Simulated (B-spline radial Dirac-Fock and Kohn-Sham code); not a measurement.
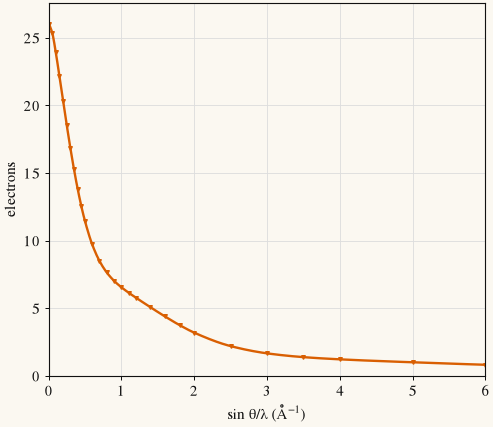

The X-ray form factor f against sin θ/λ. It refers to neutral Fe, configuration [Ar] 3d7 4s1, which is not the ground configuration. Method: the spherical Dirac–Fock density (average of configuration) (computed with a B-spline radial code).

What can be read from it?

f starts at 26, the number of electrons, falls to half near sin θ/λ = 0.43 Å⁻¹, and is 11.5 at sin θ/λ = 0.50 Å⁻¹ and 6.55 at sin θ/λ = 1.00 Å⁻¹. The initial fall is set by Σ⟨r²⟩ = 36.0 bohr².
